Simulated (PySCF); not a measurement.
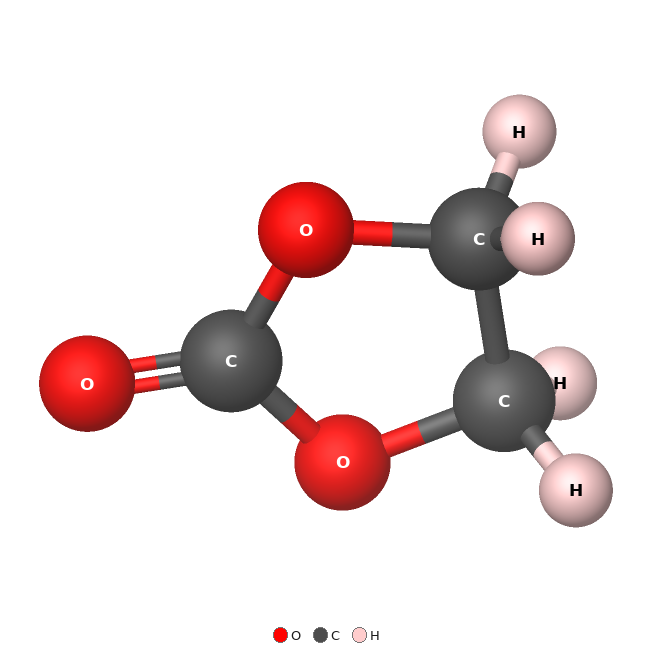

Rendered structure (ball-and-stick style).

The computed structure is the end point of a PBE0-D3(BJ)/def2-TZVP optimisation. No frequency run is at hand to confirm it as a minimum.

> Which formula does it have?

C₃H₄O₃, 10 atoms: 3 carbon, 4 hydrogen and 3 oxygen.

> Give the symmetry (Schoenflies symbol).

C2v.

> How many atoms are distinct by symmetry?

5: 1 O, 1 C, 2 O, 2 C, 4 H.

> Write the SMILES.

O=C1OCCO1

> Count the bonded pairs by element.

5 C–O, 4 C–H, 1 C–C.

The parts below concern this one geometry. Atoms keep their numbers from picture to picture.

## Geometry

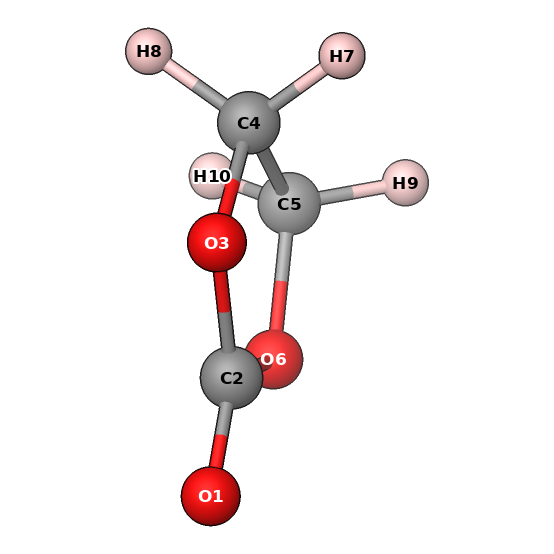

O6 lies behind C2. The molecule seen a little off the C2–O6 bond, C2 in front. Depth is shown by fading: the farther an atom, the more it takes the colour of the background. No frequency run is at hand to confirm it as a minimum.

> What is the torsion angle O3–C2–O6–C5? The sign is positive where the front bond must turn clockwise to cover the back bond.

0°, synperiplanar (eclipsed).

## Electronic properties

No frequency run is at hand to confirm it as a minimum. Properties computed with ωB97X-D/aug-cc-pVTZ, gas phase (PySCF 2.14.0). Excitations: vertical, linear response.

What does the calculation give?

- dipole moment: 5.48 D
- HOMO energy (Kohn–Sham orbital): −10.63 eV
- LUMO energy (Kohn–Sham orbital): 0.60 eV
- HOMO–LUMO gap: 11.23 eV
- mean static polarisability: 44.5 bohr³
- lowest vertical singlet excitation: 7.24 eV
- its oscillator strength: 0.000
- brightest of the 10 lowest singlets: 8.93 eV
- its oscillator strength: 0.08

## Ring current

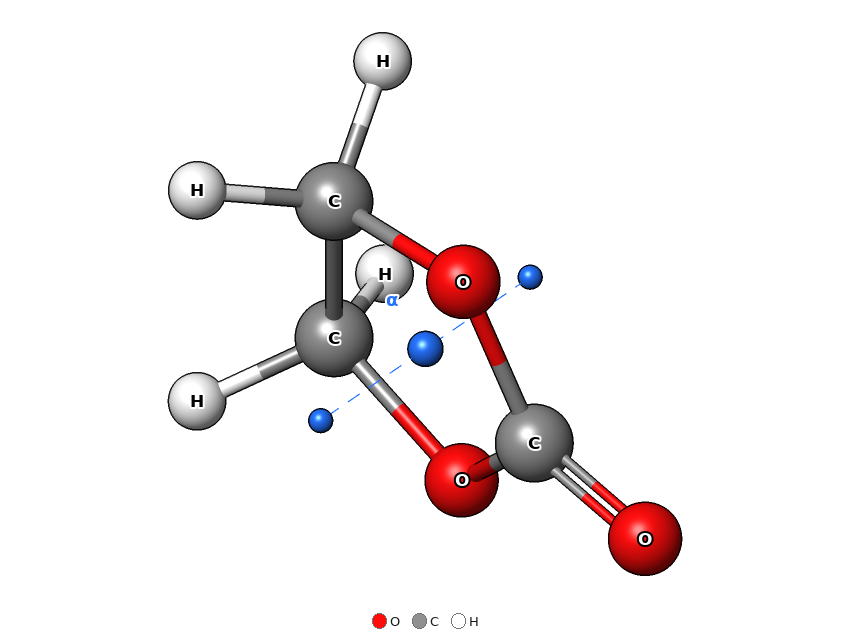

The small points mark where nucleus-independent chemical shifts (NICS) were computed: at the centre of each lettered ring and 1 Å above and below it. No frequency run is at hand to confirm it as a minimum. Level of theory: GIAO PBE0/pcSseg-2 NMR shielding, non-relativistic, gas phase (PySCF 2.14.0).

Give NICS(0), NICS(1) and the out-of-plane component NICS(1)zz for each ring (means of the two sides).

```
ring  members  NICS(0)  NICS(1)  NICS(1)zz
   α     C3O2     −7.1     −1.5       −4.3
```

Values in ppm.

> What do the values say about the ring currents?

Ring α: weak, as in a non-aromatic ring. NICS is one index among several.

## Quadrupole coupling

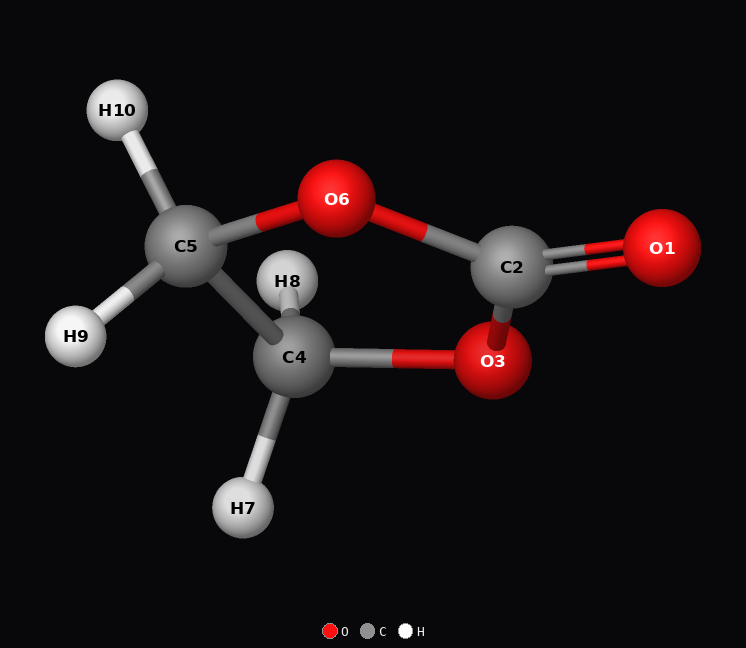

No frequency run is at hand to confirm it as a minimum. Electric field gradients from the ground-state density, PBE0/pcSseg-2 (PySCF 2.14.0), non-relativistic apart from any core potentials.

Give the largest field-gradient component, the quadrupole coupling constant and the asymmetry for 17O at O1 (Q = −25.6 mb), 17O at O3 (Q = −25.6 mb), 2H at H7 (Q = 2.86 mb).

```csv
atom,V_zz (a.u.),e²qQ/h (MHz),η
O1,−1.399,8.41,0.07
O3,1.730,−10.41,0.66
H7,0.274,0.184,0.06
```
